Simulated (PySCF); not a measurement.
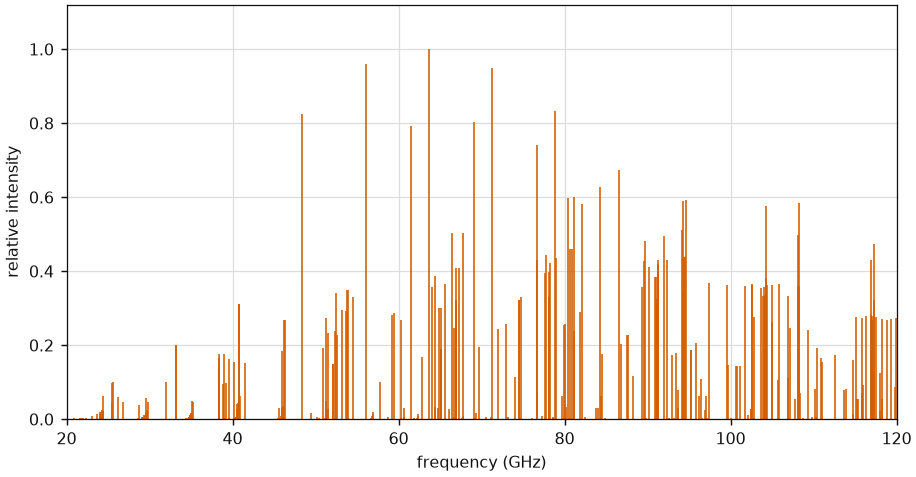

Simulated rotational absorption lines between 20 and 120 GHz at 8 K: rigid rotor with the equilibrium constants and dipole of one optimised conformer (PBE0-D3(BJ)/def2-SVP, PySCF), commonest isotopes; no centrifugal distortion, hyperfine structure, internal rotation or nuclear-spin weights; lines within 1 MHz of each other are summed.

**Which molecule gives this spectrum?**
A. C₂H₇AlN₂, SMILES C1C[NH][AlH][NH]1, singlet
B. C₄H₁₀Si, SMILES C1CC[SiH2]C1
C. SiNH₅O₂, SMILES N[SiH](O)O

Option C. Rotational constants A, B, C = 6.848, 6.230, 3.809 GHz, |μa|, |μb|, |μc| = 0.10, 2.56, 2.03 D.

Known limits of this run: coarse grid, loose stop and no frequency check, small forces are noise and the end may be a saddle.
